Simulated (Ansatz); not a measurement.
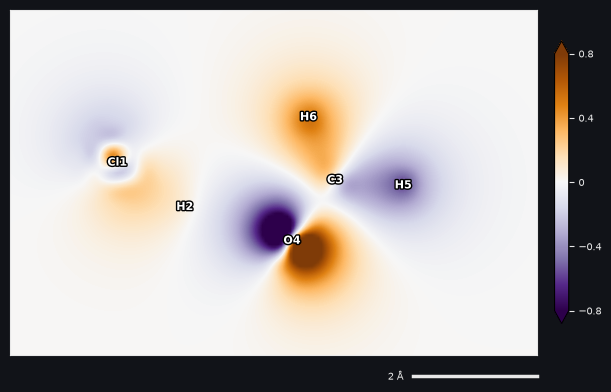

Figure. HCl···CH2O (SMILES Cl.C=O). The HOMO on the molecular plane (values in Å⁻³ᐟ²; the overall sign is arbitrary).

Geometry: PBE0-D4/def2-TZVP.

All numbers below come from RKS PBE0-D4/def2-TZVPPD (Ansatz 0.2.0).

Input

```
crystal:
  periodic: [false, false, false]
  atoms:
    - {symbol: Cl, position_ang: [0.355066, 0.029066, -2.515281]}
    - {symbol: H, position_ang: [-0.376833, -0.054555, -1.438305]}
    - {symbol: C, position_ang: [0.016103, 0.007719, 0.995089]}
    - {symbol: O, position_ang: [-0.944334, -0.114364, 0.284059]}
    - {symbol: H, position_ang: [-0.082828, 0.002053, 2.094553]}
    - {symbol: H, position_ang: [1.032828, 0.130081, 0.579786]}
basis:
  gaussian: {orbitals: "def2-TZVPPD.json"}
hamiltonian: {xc: pbe0, dispersion: d4}
output: {orbitals: {seedname: orbitals}}
```

Run with:

```sh
ansatz run in.yaml --threads 2 --pin off --events-out ev --progress --plain --max-ram 5222MiB
```

Q: What is the character of this orbital?

A: Its weight (Hirshfeld) is mainly on O4 (about 55 %), C3 (about 15 %), H5 (about 10 %), H6 (about 10 %) and Cl1 (about 5 %); it is symmetric in the molecular plane (an in-plane orbital: σ, lone-pair or in-plane π type). Its energy is −8.72 eV.
